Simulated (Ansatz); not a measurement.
```yaml
crystal:
  periodic: [false, false, false]
  atoms:
    - {symbol: F, position_ang: [-0.435991, -2.004466, 1.276922]}
    - {symbol: Si, position_ang: [-0.284485, -1.361622, -0.191744]}
    - {symbol: Si, position_ang: [0.465682, 0.851964, -0.065023]}
    - {symbol: H, position_ang: [-1.606106, -1.516438, -0.869047]}
    - {symbol: H, position_ang: [0.541260, 1.352417, -1.463707]}
    - {symbol: H, position_ang: [-0.440119, 1.730828, 0.725008]}
    - {symbol: H, position_ang: [1.705801, 0.876900, 0.490282]}
basis:
  gaussian: {orbitals: def2-TZVPP}
magnetization: {spin_polarized: true, initial_magnetization: 1}
hamiltonian: {xc: pbe0, dispersion: d4}
```

Geometry: moved along internal coordinates away from the minimum.

What structure does this define?

The molecule is FH4Si2. As SMILES it reads `F[SiH][SiH3]`. It has no ring. Among its groups: Si–H bond. It is an open-shell species. Coordination: 1 Si trigonal pyramidal; 1 Si tetrahedral.

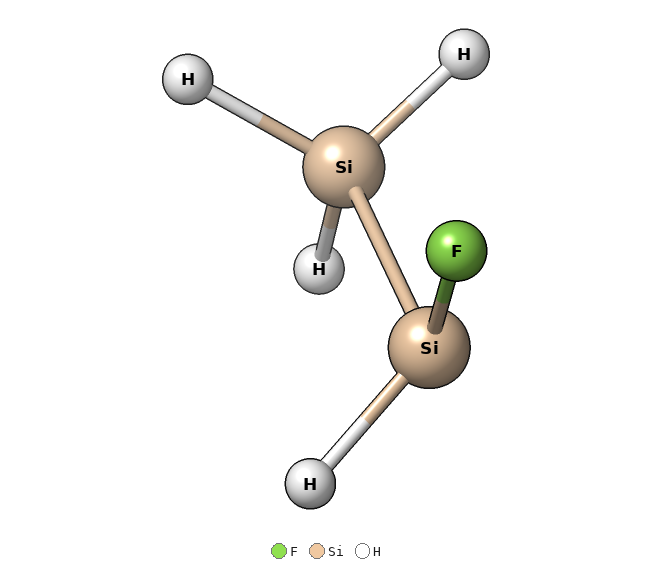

Source: calculation with Ansatz.
